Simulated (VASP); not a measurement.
Band structure of BaCdSbF (space group P4/nmm). Computed with r2SCAN meta-GGA, VASP's PBE PAW potentials (set 64) (plane waves; VASP).

Unless said otherwise, spin-orbit coupling is left out, though it shifts the bands of the heavy elements here.

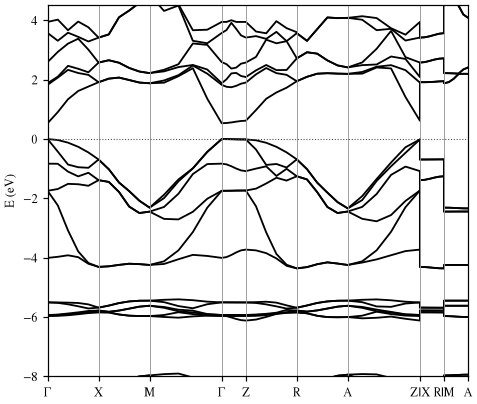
Figure: Bands along high-symmetry lines, zero at the valence-band maximum or, without a gap, the Fermi level

Q: Read the plot: is there a gap, and where are the band edges?

A: The gap is direct, 0.53 eV, from the valence maximum at Γ to the conduction minimum at Γ.

The structure comes from a computed database's BaCdSbF entry (P4/nmm); how it stands against other phases isn't given here. It was relaxed first.
